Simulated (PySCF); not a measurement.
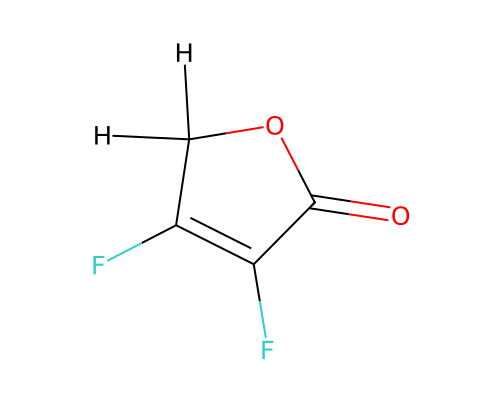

> Transcribe the drawing into SMILES.

O=C1OCC(F)=C1F

> What is the molecular formula?

C4H2F2O2.

> An optimisation with GFN2-xTB gave a structure of which point group?

Cs.

More results for the same structure follow; atom numbers are the same in all pictures, views and colours differ. Computed geometry: GFN2-xTB optimisation. No frequency run is at hand to confirm it as a minimum.

## Geometry

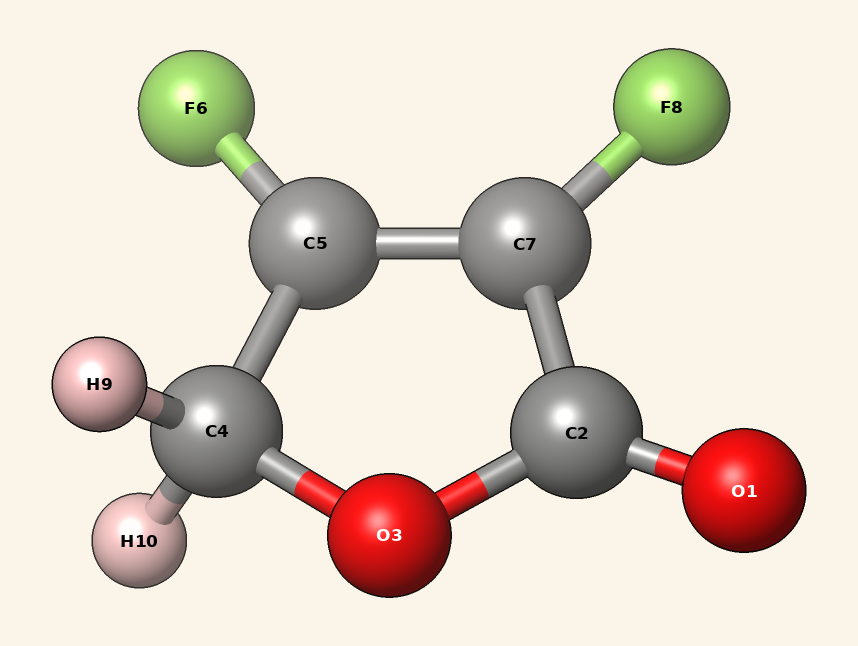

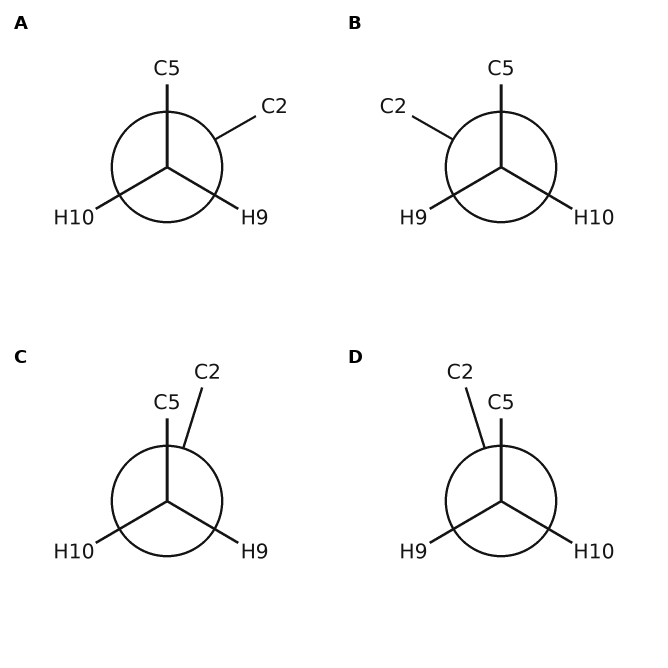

Atoms fade into the background with distance from the viewer. Bonds that would overlap in a projection are set slightly apart. No frequency run is at hand to confirm it as a minimum.

> Which Newman projection shows the view along C4–O3, with C4 in front?

C. The torsion angle C5–C4–O3–C2 is 0°, synperiplanar (eclipsed).

## Dipole moment

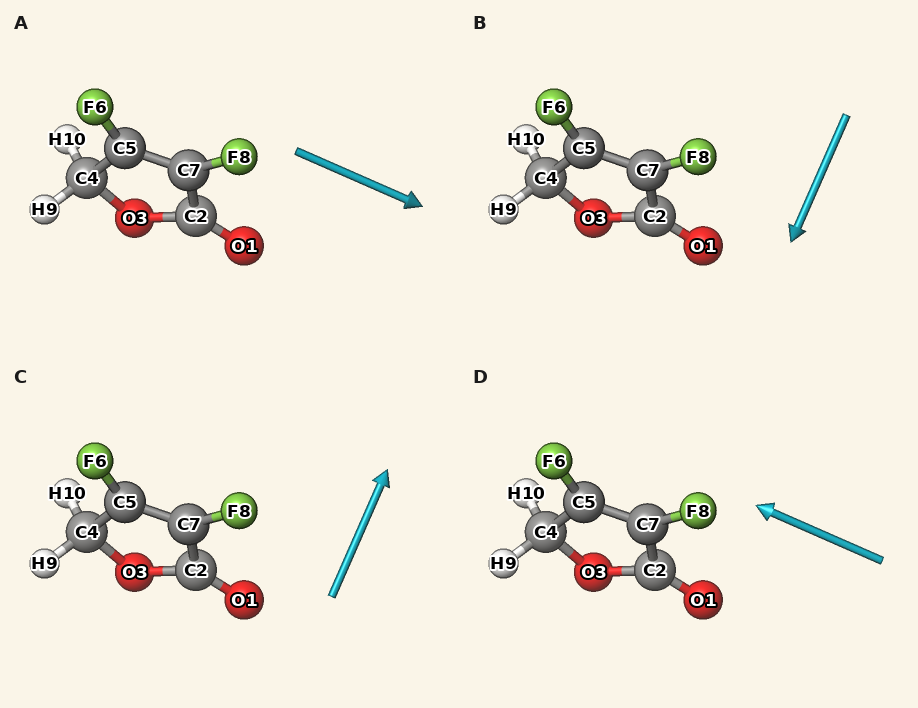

The same molecule four times, each with an arrow. No frequency run is at hand to confirm it as a minimum. Method: PBE0/pcSseg-1, gas phase (PySCF 2.14.0).

> Which arrow points along the dipole moment, from the negative to the positive end?

D. The dipole moment is 4.11 D; it points from the side of O1 to the side of F6, H9, H10 (the outermost atoms at the two ends).

## NMR shielding

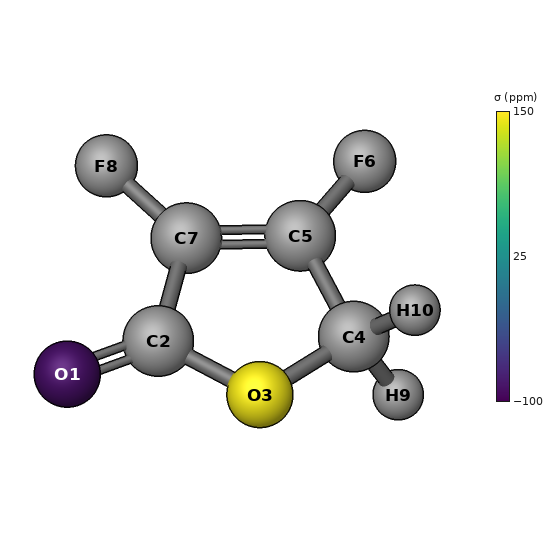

Atoms are coloured by their isotropic NMR shieldings (O only, the others grey). No frequency run is at hand to confirm it as a minimum. Properties computed with GIAO PBE0/pcSseg-1 NMR shielding, non-relativistic, gas phase (PySCF 2.14.0).

Give the isotropic NMR shieldings of the O atoms atom by atom.

```csv
atom,σ (ppm)
O1,−88.1
O3,144.3
```

## Ring current

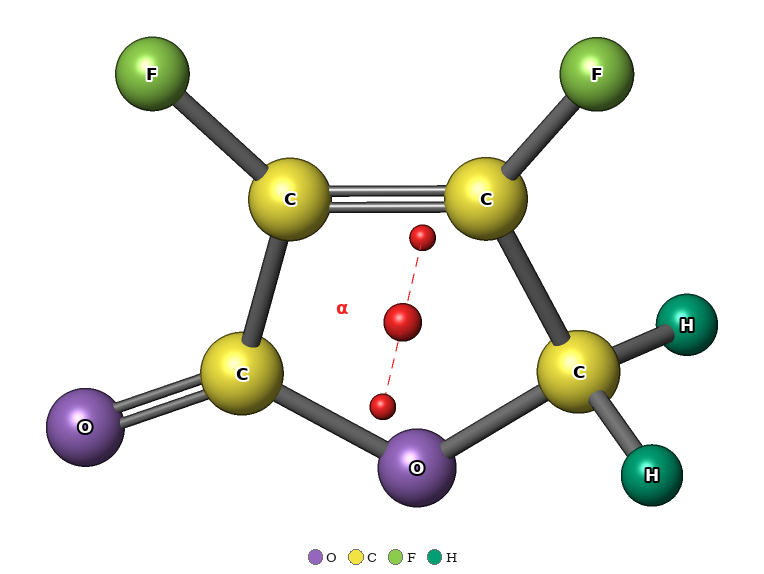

The small points mark where nucleus-independent chemical shifts (NICS) were computed: at the centre of each lettered ring and 1 Å above and below it. No frequency run is at hand to confirm it as a minimum. Level of theory: GIAO PBE0/pcSseg-1 NMR shielding, non-relativistic, gas phase (PySCF 2.14.0).

Give NICS(0), NICS(1) and the out-of-plane component NICS(1)zz for each ring (means of the two sides).

| ring | members | NICS(0) | NICS(1) | NICS(1)zz |
| --- | --- | --- | --- | --- |
| α | C4O | −9.3 | −4.3 | −5.7 |

Values in ppm.

> What do the values say about the ring currents?

Ring α: weak, as in a non-aromatic ring. NICS is one index among several.
